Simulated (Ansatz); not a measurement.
Cl₃H₃SiZr···HCl

```yaml
atoms:
  - { symbol: Zr, position_ang: [-0.4718, -0.0644, -0.6015] }
  - { symbol: Cl, position_ang: [-0.0689, 0.4320, 3.0653] }
  - { symbol: Cl, position_ang: [1.7557, 0.1309, 0.1338] }
  - { symbol: Cl, position_ang: [-1.1013, 1.6978, -1.9879] }
  - { symbol: Cl, position_ang: [-0.8430, -2.1313, -1.6073] }
  - { symbol: Si, position_ang: [-2.6323, 0.0008, 0.9187] }
  - { symbol: H, position_ang: [-3.8217, -0.2994, 0.0537] }
  - { symbol: H, position_ang: [-2.6811, -0.9953, 2.0455] }
  - { symbol: H, position_ang: [-2.8792, 1.3390, 1.5466] }
  - { symbol: H, position_ang: [-1.2809, -0.1102, 3.2112] }
```

Core potentials replace the inner electrons of Zr; not at a stationary point (largest force 1.1 eV/Å).

The calculation used Ansatz 0.2.0, RKS B3LYP-D4/def2-SVP.

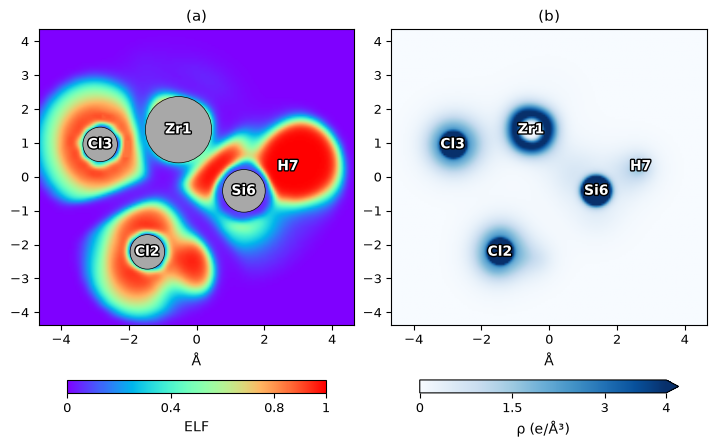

Figure 1. (a) electron localisation function; (b) electron density on the plane of atoms Cl3, Zr1 and Si6. Grey discs cover the atomic cores in the ELF map.

**Interpret the plot.**

Atoms in the plane: Zr, Cl, Si and H. Zr–Cl (2.35 Å): the density is about 0.57 e/Å³ at the midpoint; the ELF peaks at about 0.85 in the valence shell of Cl, 0.9 Å from its nucleus, and is about 0.30 at the midpoint. Zr–Si (2.64 Å): ρ is about 0.51 e/Å³ halfway; the ELF peaks at about 0.95 in the valence shell of Si, 1.1 Å from its nucleus, and is about 0.85 at the midpoint. Si–H (1.50 Å): ρ at the midpoint is about 0.74 e/Å³; the ELF climbs to about 1 towards the hydrogen, as it does in any bond to H. The ELF also peaks beside Cl2, away from the bonds: lone-pair regions.

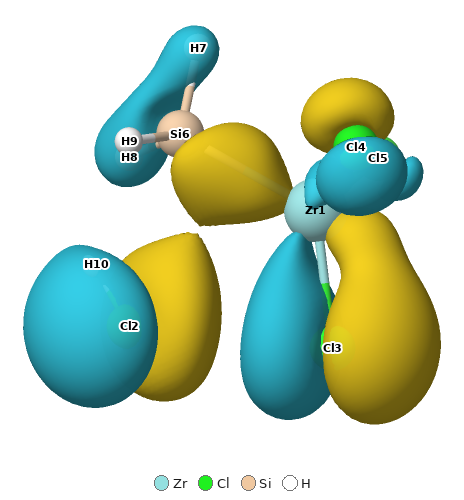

Figure 2. The HOMO−1 at ±0.06 Å⁻³ᐟ² (yellow and cyan are the two phases), seen across its widest extent.

**Where does this orbital lie, and at what energy?**

By Hirshfeld shares it lies mainly on Cl2 (about 45 %), Cl3 (about 35 %) and Zr1 (about 5 %); largely a combination of lone pairs on Cl2 and Cl3. Its energy is −9.09 eV.

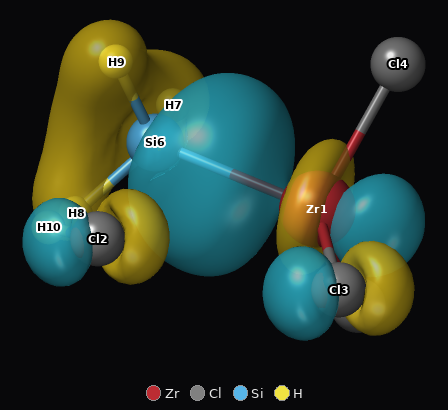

Figure 3. The HOMO at ±0.1 Å⁻³ᐟ² (yellow and cyan are the two phases), seen at an oblique angle.

**What is the character of this orbital?**

By Hirshfeld shares it lies mainly on Si6 (about 45 %), Zr1 (about 30 %) and Cl3 (about 5 %). Its energy is −7.52 eV.
